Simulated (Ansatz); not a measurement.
C3H9Sb (trimethylantimony): a line through the functionals

C3H9Sb: 13 atoms, total charge 0, spin state singlet. SMILES: `C[Sb](C)C`. The shape is that of a PBE0-D4/def2-TZVP optimisation.

The HOMO–LUMO gap y, in eV, basis def2-SVP with a core potential; a is the functional's share of exact exchange. Programs: Ansatz 0.2.0.

| functional | program | a | y (eV) |
| --- | --- | --- | --- |
| revPBE | Ansatz | 0 | 5.28 |
| PBE | Ansatz | 0 | 5.24 |
| B3LYP | Ansatz | 0.2 | ? |
| PBE0 | Ansatz | 0.25 | 7.02 |
| r2SCAN0 | Ansatz | 0.25 | 7.32 |
| BHLYP | Ansatz | 0.5 | 8.71 |

Q: Fit y = c + s·a to the known rows and predict B3LYP.

A: 
1. Means of the 5 rows: a = 0.2000, y = 6.714.
2. Σ(Δa)² = 0.175, Σ(Δa·Δy) = 1.226, so the slope is 1.226/0.175 = 7.0057.
3. Intercept: 6.714 − (7.0057) × 0.2000 = 5.313. The largest residual of the fit is 0.26.
4. B3LYP: 5.313 + (7.0057) × 0.2 = 6.71 eV.

The run gave 6.61 eV, so the prediction is off by +0.10 eV, within the scatter of the fit. Exact exchange lowers occupied levels and raises empty ones. The rows mix families of semi-local functionals, which the line can't see.

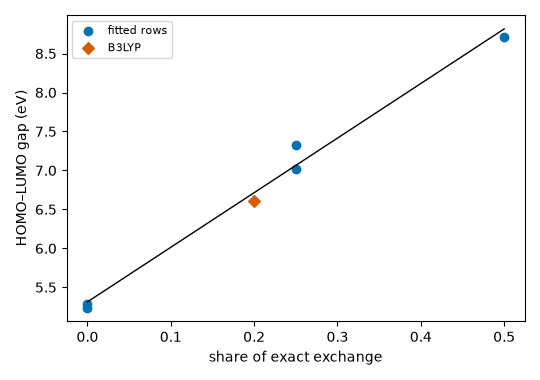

The fitted line, with the withheld row.
